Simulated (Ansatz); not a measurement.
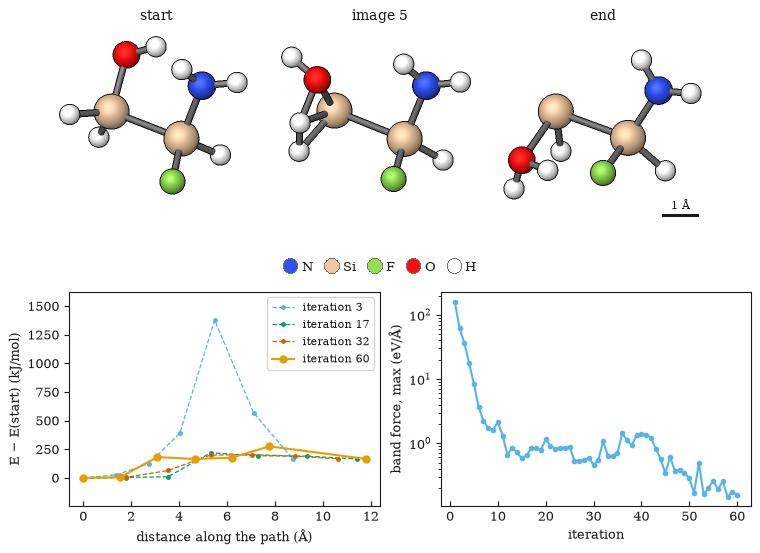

A nudged-elastic-band calculation for Si₂NH₆OF. Images are numbered from 0 (start) to 6 (end). The plot follows the band through its iterations. The picture is a ball-and-stick view, seen at a tilt.

Theory: Ansatz 0.2.0, RKS BLYP-D4/def2-SVP. Run with 5 movable images; climbing image; force threshold 0.05 eV/Å; iteration limit 60; starting path through a guess of the saddle point.

How did the profile develop, and is the result final?

Answer. The result isn't final. The band hadn't converged when the run stopped after 60 iterations. The largest component of the band force went from 160 to 0.16 eV/Å. The barrier read from it is provisional, though the highest image hardly moved in the last two iterations. The first iteration put the highest image at 5869.1 kJ/mol. The highest point, image 5, lies 275.8 kJ/mol above the start and 109.3 kJ/mol above the end; the end is at +166.4 kJ/mol relative to the start. The profile has 2 maxima (images 2, 5) with a dip at image 3 (+165.5 kJ/mol), which on an unconverged band is provisional.

Cost: 11 min on 2 threads of Arm Neoverse V1, on a shared host, peak memory 0.14 GiB.
